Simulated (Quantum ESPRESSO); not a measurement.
# Collinear magnetic orders of NaMnCl3 with Quantum ESPRESSO

Does NaMnCl3 prefer parallel or opposed moments?

Main program and level: Quantum ESPRESSO 7.5; PBEsol with U = 4 eV on Mn d (ortho-atomic projectors); plane waves with GBRV 1.5 PBEsol potentials, no spin-orbit coupling.

## Step 1: The structure

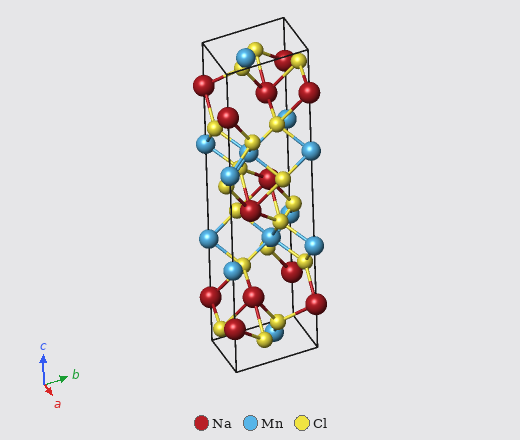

The cell as given, slightly off an axis (sodium red, manganese blue, chlorine yellow). This picture shows the conventional cell, with its axes. Bonds to atoms that aren't drawn are left out. Some periodic images of atoms are drawn too.

The cell comes from the Crystallography Open Database.

## Step 2: Start 1: ferro ++

The signs are those of the starting moments on the seeded atoms, the atoms that are given a moment.

Input file pw.in:

```
&CONTROL
  calculation = 'scf'
  prefix = 'pwscf'
  outdir = './tmp'
  pseudo_dir = './pseudo'
  disk_io = 'nowf'
/
&SYSTEM
  ibrav = 0
  celldm(1) = 8
  nat = 10
  ntyp = 3
  ecutwfc = 40
  ecutrho = 280
  nbnd = 64
  occupations = 'smearing'
  smearing = 'fd'
  degauss = 0.00367493
  nspin = 2
  starting_magnetization(1) = 0
  starting_magnetization(2) = 0.3
  starting_magnetization(3) = 0
/
&ELECTRONS
  conv_thr = 2d-08
  electron_maxstep = 150
  mixing_beta = 0.3
/
ATOMIC_SPECIES
Na     22.9898 na_pbesol_v1.5.uspp.F.UPF
Mn     54.9380 mn_pbesol_v1.5.uspp.F.UPF
Cl     35.4500 cl_pbesol_v1.4.uspp.F.UPF
CELL_PARAMETERS alat
   0.7784490554630    0.4494377717186    1.4666636884752
  -0.7784490554630    0.4494377717186    1.4666636884752
   0.0000000000000   -0.8988755434372    1.4666636884752
ATOMIC_POSITIONS crystal
Na      0.1449000000    0.1449000000    0.1449000000
Na      0.8551000000    0.8551000000    0.8551000000
Mn      0.3407000000    0.3407000000    0.3407000000
Mn      0.6593000000    0.6593000000    0.6593000000
Cl      0.4490000000    0.7169000000    0.0672000000
Cl      0.0672000000    0.4490000000    0.7169000000
Cl      0.7169000000    0.0672000000    0.4490000000
Cl      0.5510000000    0.2831000000    0.9328000000
Cl      0.9328000000    0.5510000000    0.2831000000
Cl      0.2831000000    0.9328000000    0.5510000000
K_POINTS automatic
4 4 4 0 0 0
HUBBARD {ortho-atomic}
U Mn-3d 4.0000
```

Launch:

```bash
$ OMP_NUM_THREADS=1 mpirun -n 4 pw.x -nk 4 -in pw.in > pw.out
```

The program printed:

```text
Program PWSCF v.7.5 starts

     Message from routine setup:
     using ibrav=0 with symmetry is DISCOURAGED, use correct ibrav instead

     K-points division:     npool     =       4
     Subspace diagonalization in iterative solution of the eigenvalue problem:

     G-vector sticks info
     --------------------
     sticks:   dense  smooth     PW     G-vecs:    dense   smooth      PW
     Sum        3409    1945    555               124791    53855    8311

     Using Slab Decomposition

     bravais-lattice index     =            0
     lattice parameter (alat)  =       8.0000  a.u.
     unit-cell volume          =    1576.3459 (a.u.)^3
     number of atoms/cell      =           10
     number of atomic types    =            3
     number of electrons       =        90.00
     number of Kohn-Sham states=           64
     kinetic-energy cutoff     =      40.0000  Ry
     charge density cutoff     =     280.0000  Ry
     scf convergence threshold =      2.0E-08
     mixing beta               =       0.3000
     number of iterations used =            8  plain     mixing
     Exchange-correlation= SLA  PW   PSX  PSC
                           (   1   4  10   8   0   0   0)
     Hubbard projectors: ortho-atomic
     Hubbard parameters of DFT+U (Dudarev formulation) in eV:
     U(Mn-3d) =  4.0000

     Internal variables: lda_plus_u =T, lda_plus_u_kind = 0

     Internal variables: orbital_resolved =F, hub_pot_fix =F, apply_U = F

     celldm(1)=   8.000000  celldm(2)=   0.000000  celldm(3)=   0.000000
     celldm(4)=   0.000000  celldm(5)=   0.000000  celldm(6)=   0.000000

     crystal axes: (cart. coord. in units of alat)
               a(1) = (   0.778449   0.449438   1.466664 )
               a(2) = (  -0.778449   0.449438   1.466664 )
               a(3) = (   0.000000  -0.898876   1.466664 )

     reciprocal axes: (cart. coord. in units 2 pi/alat)
               b(1) = (  0.642303  0.370834  0.227273 )
               b(2) = ( -0.642303  0.370834  0.227273 )
               b(3) = (  0.000000 -0.741667  0.227273 )

     PseudoPot. # 1 for Na read from file:
     na_pbesol_v1.5.uspp.F.UPF
     Pseudo is Ultrasoft, Zval =  9.0
     Generated by new atomic code, or converted to UPF format
     Using radial grid of  819 points,  5 beta functions with:
                l(1) =   0
                l(2) =   0
                l(3) =   1
                l(4) =   1
                l(5) =   2
     Q(r) pseudized with  8 coefficients,  rinner =    1.250   1.250   1.250
                                                       1.250   1.250

     PseudoPot. # 2 for Mn read from file:
     mn_pbesol_v1.5.uspp.F.UPF
     Pseudo is Ultrasoft + core correction, Zval = 15.0
     Generated by new atomic code, or converted to UPF format
     Using radial grid of  859 points,  6 beta functions with:
                l(1) =   0
                l(2) =   0
                l(3) =   1
                l(4) =   1
                l(5) =   2
                l(6) =   2
     Q(r) pseudized with  8 coefficients,  rinner =    0.950   0.950   0.950
                                                       0.950   0.950

     PseudoPot. # 3 for Cl read from file:
     cl_pbesol_v1.4.uspp.F.UPF
     Pseudo is Ultrasoft + core correction, Zval =  7.0
     Generated by new atomic code, or converted to UPF format
     Using radial grid of  909 points,  6 beta functions with:
                l(1) =   0
                l(2) =   0
                l(3) =   1
                l(4) =   1
                l(5) =   2
                l(6) =   2
     Q(r) pseudized with  8 coefficients,  rinner =    1.300   1.300   1.300
                                                       1.300   1.300

     atomic species   valence    mass     pseudopotential
     Na                9.00    22.98980     Na( 1.00)
     Mn               15.00    54.93800     Mn( 1.00)
     Cl                7.00    35.45000     Cl( 1.00)

     Starting magnetic structure
     atomic species   magnetization
     Na              0.000
     Mn              0.300
     Cl              0.000

      6 Sym. Ops., with inversion, found

   Cartesian axes

     site n.     atom                  positions (alat units)
         1        Na     tau(   1) = (   0.0000000  -0.0000000   0.6375587  )
         2        Na     tau(   2) = (   0.0000000  -0.0000000   3.7624324  )
         3        Mn     tau(   3) = (   0.0000000   0.0000000   1.4990770  )
         4        Mn     tau(   4) = (   0.0000000   0.0000000   2.9009141  )
         5        Cl     tau(   5) = (  -0.2085465   0.4635951   1.8085430  )
         6        Cl     tau(   6) = (  -0.2972118  -0.4124041   1.8085430  )
         7        Cl     tau(   7) = (   0.5057584  -0.0511910   1.8085430  )
         8        Cl     tau(   8) = (   0.2085465  -0.4635951   2.5914481  )
         9        Cl     tau(   9) = (   0.2972118   0.4124041   2.5914481  )
        10        Cl     tau(  10) = (  -0.5057584   0.0511910   2.5914481  )

     number of k points=    14  Fermi-Dirac smearing, width (Ry)=  0.0037
                       cart. coord. in units 2pi/alat
        k(    1) = (   0.0000000   0.0000000   0.0000000), wk =   0.0156250
        k(    2) = (   0.0000000  -0.1854168   0.0568183), wk =   0.0937500
        k(    3) = (   0.0000000   0.3708337  -0.1136366), wk =   0.0468750
        k(    4) = (  -0.1605757  -0.0927084   0.1136366), wk =   0.0937500
        k(    5) = (  -0.1605757   0.4635421  -0.0568183), wk =   0.0937500
        [... 9 further k-points ...]

     Dense  grid:   124791 G-vectors     FFT dimensions: (  75,  75,  75)

     Smooth grid:    53855 G-vectors     FFT dimensions: (  60,  60,  60)

     Check: negative core charge=   -0.000017
     Generating pointlists ...
     new r_m :   0.2649 (alat units)  2.1192 (a.u.) for type    1
     new r_m :   0.2455 (alat units)  1.9639 (a.u.) for type    2
     new r_m :   0.2455 (alat units)  1.9639 (a.u.) for type    3

     Initial potential from superposition of free atoms

     starting charge      88.9869, renormalised to      90.0000

     negative rho (up, down):  4.631E-02 4.666E-02

     STARTING HUBBARD OCCUPATIONS:

     =================== HUBBARD OCCUPATIONS ===================
     ------------------------ ATOM    3 ------------------------
     Tr[ns(  3)] (up, down, total) =   5.00000  0.00000  5.00000
     Atomic magnetic moment for atom   3 =   5.00000
     [... lines left out ...]
     ------------------------ ATOM    4 ------------------------
     Tr[ns(  4)] (up, down, total) =   5.00000  0.00000  5.00000
     Atomic magnetic moment for atom   4 =   5.00000
     [... lines left out ...]
     Number of occupied Hubbard levels =   10.0000

     Atomic wfc used for Hubbard projectors are orthogonalized

     Starting wfcs are   60 randomized atomic wfcs +    4 random wfcs

     Self-consistent Calculation

     iteration #  1     ecut=    40.00 Ry     beta= 0.30
     Davidson diagonalization with overlap
     ethr =  1.00E-02,  avg # of iterations =  6.1

     =================== HUBBARD OCCUPATIONS ===================
     ------------------------ ATOM    3 ------------------------
     Tr[ns(  3)] (up, down, total) =   4.97544  0.17542  5.15086
     Atomic magnetic moment for atom   3 =   4.80002
     [... lines left out ...]
     ------------------------ ATOM    4 ------------------------
     Tr[ns(  4)] (up, down, total) =   4.97544  0.17542  5.15086
     Atomic magnetic moment for atom   4 =   4.80002
     [... lines left out ...]
     Number of occupied Hubbard levels =   10.3017

     Threshold (ethr) on eigenvalues was too large:
     Diagonalizing with lowered threshold

     Davidson diagonalization with overlap
     ethr =  3.72E-04,  avg # of iterations =  5.0

     negative rho (up, down):  4.646E-02 4.657E-02

     total energy              =    -812.55145328 Ry
     estimated scf accuracy    <       0.33638232 Ry

     total magnetization       =    10.00 Bohr mag/cell
     absolute magnetization    =    10.00 Bohr mag/cell

     iteration #  2     ecut=    40.00 Ry     beta= 0.30
     Davidson diagonalization with overlap
     ethr =  3.74E-04,  avg # of iterations =  1.9

     negative rho (up, down):  4.608E-02 4.594E-02

     total energy              =    -812.58061460 Ry
     estimated scf accuracy    <       0.06793648 Ry

     total magnetization       =    10.00 Bohr mag/cell
     absolute magnetization    =    10.00 Bohr mag/cell

     iteration #  3     ecut=    40.00 Ry     beta= 0.30
     Davidson diagonalization with overlap
     ethr =  7.55E-05,  avg # of iterations =  7.8

     negative rho (up, down):  4.544E-02 4.509E-02

     total energy              =    -812.59424314 Ry
     estimated scf accuracy    <       0.01518004 Ry

     total magnetization       =    10.00 Bohr mag/cell
     absolute magnetization    =    10.00 Bohr mag/cell

     [... further iterations left out ...]

     iteration #  7     ecut=    40.00 Ry     beta= 0.30
     Davidson diagonalization with overlap
     ethr =  1.47E-08,  avg # of iterations =  4.1

     negative rho (up, down):  4.487E-02 4.426E-02

     total energy              =    -812.59715539 Ry
     estimated scf accuracy    <       0.00000280 Ry

     total magnetization       =    10.00 Bohr mag/cell
     absolute magnetization    =    10.01 Bohr mag/cell

     iteration #  8     ecut=    40.00 Ry     beta= 0.30
     Davidson diagonalization with overlap
     ethr =  3.12E-09,  avg # of iterations =  2.4

     negative rho (up, down):  4.486E-02 4.424E-02

     total energy              =    -812.59715680 Ry
     estimated scf accuracy    <       0.00000052 Ry

     total magnetization       =    10.00 Bohr mag/cell
     absolute magnetization    =    10.01 Bohr mag/cell

     iteration #  9     ecut=    40.00 Ry     beta= 0.30
     Davidson diagonalization with overlap
     ethr =  5.82E-10,  avg # of iterations =  2.3

     negative rho (up, down):  4.486E-02 4.423E-02

     total energy              =    -812.59715731 Ry
     estimated scf accuracy    <       0.00000007 Ry

     total magnetization       =    10.00 Bohr mag/cell
     absolute magnetization    =    10.01 Bohr mag/cell

     iteration # 10     ecut=    40.00 Ry     beta= 0.30
     Davidson diagonalization with overlap
     ethr =  7.86E-11,  avg # of iterations =  2.6

     negative rho (up, down):  4.486E-02 4.422E-02

     Magnetic moment per site  (integrated on atomic sphere of radius R)
     atom   1 (R=0.265)  charge=  8.0981  magn=  0.0037
     atom   2 (R=0.265)  charge=  8.0981  magn=  0.0037
     atom   3 (R=0.245)  charge= 12.9780  magn=  4.4778
     atom   4 (R=0.245)  charge= 12.9780  magn=  4.4778
     atom   5 (R=0.245)  charge=  5.5582  magn=  0.0378
     atom   6 (R=0.245)  charge=  5.5582  magn=  0.0378
     atom   7 (R=0.245)  charge=  5.5582  magn=  0.0378
     atom   8 (R=0.245)  charge=  5.5582  magn=  0.0378
     atom   9 (R=0.245)  charge=  5.5582  magn=  0.0378
     atom  10 (R=0.245)  charge=  5.5582  magn=  0.0378

     End of self-consistent calculation

     =================== HUBBARD OCCUPATIONS ===================
     ------------------------ ATOM    3 ------------------------
     Tr[ns(  3)] (up, down, total) =   4.98577  0.23420  5.21997
     Atomic magnetic moment for atom   3 =   4.75157
     [... lines left out ...]
     ------------------------ ATOM    4 ------------------------
     Tr[ns(  4)] (up, down, total) =   4.98577  0.23420  5.21997
     Atomic magnetic moment for atom   4 =   4.75157
     [... lines left out ...]
     Number of occupied Hubbard levels =   10.4399

     [... lines left out ...]
     the Fermi energy is     4.9774 ev

!    total energy              =    -812.59715763 Ry
     estimated scf accuracy    <          7.0E-09 Ry
     smearing contrib. (-TS)   =      -0.00000000 Ry
     internal energy E=F+TS    =    -812.59715763 Ry

     The total energy is F=E-TS. E is the sum of the following terms:
     one-electron contribution =    -557.33275171 Ry
     hartree contribution      =     302.90868708 Ry
     xc contribution           =    -137.47933652 Ry
     ewald contribution        =    -420.76197905 Ry
     Hubbard energy            =       0.06822257 Ry

     total magnetization       =    10.00 Bohr mag/cell
     absolute magnetization    =    10.01 Bohr mag/cell

     convergence has been achieved in  10 iterations

=------------------------------------------------------------------------------=
   JOB DONE.
=------------------------------------------------------------------------------=
```

Run time: 92 s. Hardware: 4 MPI ranks of Arm Neoverse V2, shared host; peak memory 1.1 GiB.

Spin moment in the atom's sphere by atom:

| atom | spin moment in the atom's sphere (μB) |
| --- | --- |
| Na1 | 0.00 |
| Na2 | 0.00 |
| Mn3 | 4.48 |
| Mn4 | 4.48 |
| Cl5 | 0.04 |
| Cl6 | 0.04 |
| Cl7 | 0.04 |
| Cl8 | 0.04 |
| Cl9 | 0.04 |
| Cl10 | 0.04 |

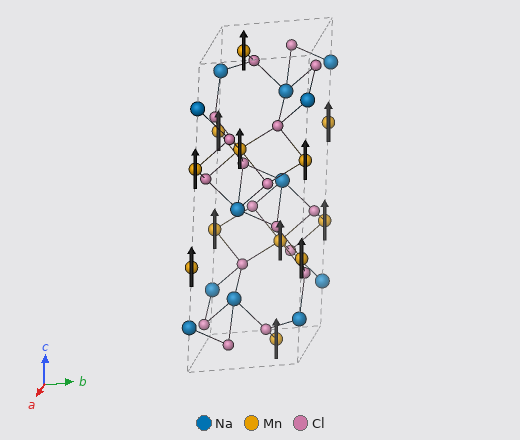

Spin moment in the atom's sphere as arrows, the longest 4.48 μB. Up and down stand for the sign. Arrows give size and sign along the axis of quantisation, drawn up and down the page. Bonds to atoms that aren't drawn are left out. Some periodic images of atoms are drawn too.

Read from the output:

- smearing term TS: 1.34e-17 eV
- magnetization: 10 μB
- absolute magnetization: 10.01 μB
- final state: ferromagnetic

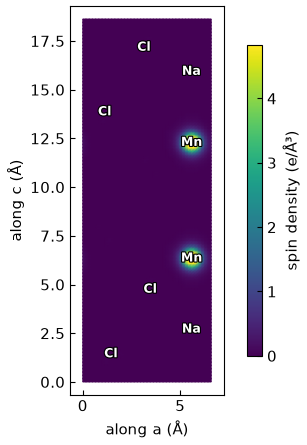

Spin density in the ac plane of the conventional cell at fractional y = 0.000, with atoms of Na and Mn and Cl within 0.2 Å of it. The map starts off the cell's origin, so that atoms lie inside it.

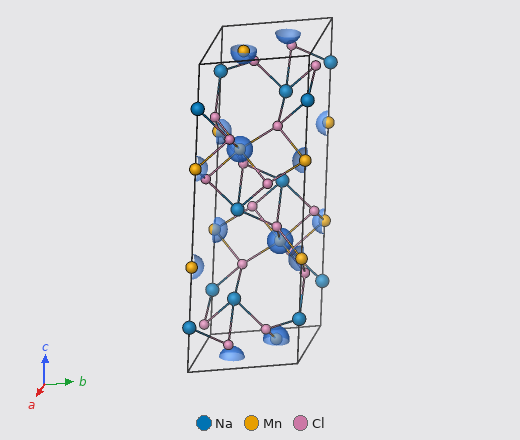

Surface of spin density = 0.58 e/Å³, which holds about 70 % of the integral of its size. Bonds to atoms that aren't drawn are left out.

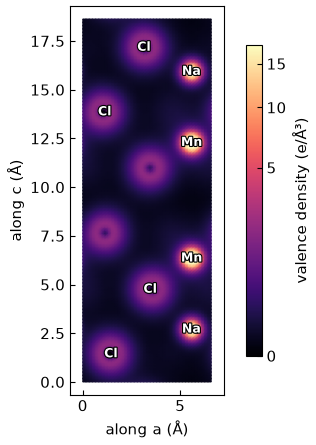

Valence density in the ac plane of the conventional cell at fractional y = 0.000, with atoms of Na and Mn and Cl within 0.2 Å of it. It is the smooth field of the valence electrons, not physical close to the nuclei. The map starts off the cell's origin, so that atoms lie inside it. The colour scale is stretched toward low values.

(Part 1 of 3 ends here.)

[Logs and program files are shortened in this print: banners, set-up blocks, solver, clock and traceback lines can be left out without a mark of their own.]

[Logs are printed without paths, hosts, clocks, repeated set-up lines and the standing remarks that a program may print on its own settings, such as how far it seeks lower states.]

[Hosts, paths, dates, database ids (printed as entryN), source tags and the programs' standing remarks are cut or masked in the printed files.]

[Where a cell is said to come from a database of computed structures, the database is the Materials Project.]
